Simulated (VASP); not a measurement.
Band structure of SnTe (rock salt). Method: PBE GGA, VASP's PBE PAW potentials (set 64) (plane waves; VASP).

Unless said otherwise, spin-orbit coupling is left out, though it shifts the bands of the heavy elements here.

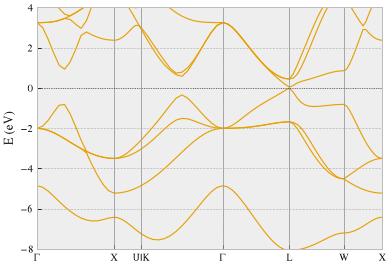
Bands along high-symmetry lines, zero at the valence-band maximum or, without a gap, the Fermi level

### Question
Read the plot: is there a gap, and where are the band edges?

### Answer
The gap is direct, 0.05 eV, from the valence maximum at L to the conduction minimum at L. (Edges off the drawn lines would not show.)

The compound is SnTe in the rock salt structure, which distorts at low temperature. It was relaxed first.
